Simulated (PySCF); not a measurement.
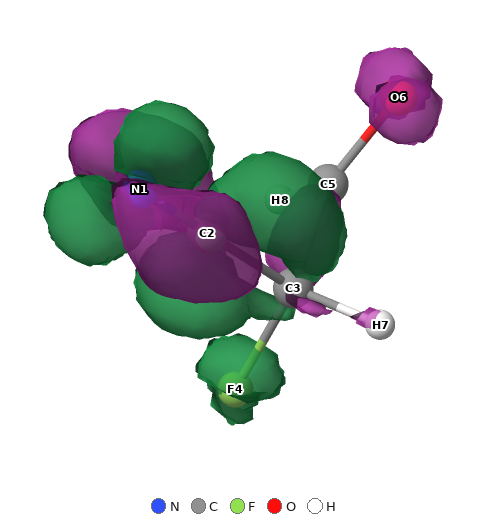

*C$_{3}$H$_{2}$FNO, SMILES `N#CC(F)C=O`. Unrelaxed difference density of S₂ less the ground state (TDA singlet states), ±0.05 e/Å³; green: gain, purple: loss.*

Method: BHandHLYP/def2-SVPD; geometry: GFN2-xTB; program: PySCF. No frequency check shows the geometry to be a minimum.

Question: How does the charge move on excitation?

Answer: 0.67 e is displaced in all, of which about 0.2 e passes between atoms: N1 (0.08 e) and O6 (0.06 e) lose electrons and F4 (0.07 e) and C3 (0.07 e) gain them. The state: 7.13 eV (174 nm), f = 0.002 (very weak); the leading pair carries 94 %; hole on N1 (43 %), C2 (29 %) and O6 (9 %), electron on N1 (35 %), C2 (31 %) and C3 (14 %); their centroids lie 0.3 Å apart.

The PySCF run took 96 s on 1 thread of AMD EPYC 9R14 (Zen 4) (shared host), peak memory 0.7 GiB.
